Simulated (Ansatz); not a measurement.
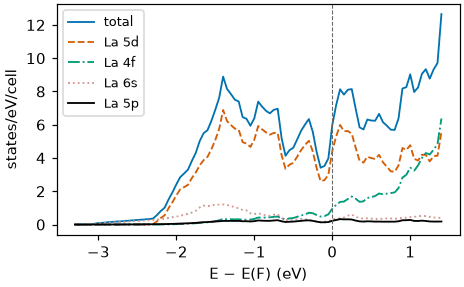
Figure: Total and projected density of states of La (dhcp (α-La type), space group No. 194), plane-wave PAW LDA (Ansatz code)

Problem. Which orbitals carry the states next to the Fermi level?

Solution. Within 0.5 eV of the Fermi level: La 5d 73 %, La 4f 17 %, La 6s 6 %. Projections are on Löwdin-orthogonalised atomic valence shells; empty p or d shells of many metals are not among them.

Problem. Where is the tallest occupied peak in this window, and what makes it?

Solution. Near -1.4 eV, about 8.9 states/eV per cell; the largest projected share is La 5d.

Space group P6_3/mmc (dhcp (α-La type)). The cell was relaxed with LDA under the symmetry of its start. Spin–orbit coupling is left out wherever it is not named.

Potentials: the earlier of the program's two PAW sets. The files were generated under PBE; for other functionals the program regenerates the frozen cores, and for LDA and PBEsol the local potential too.
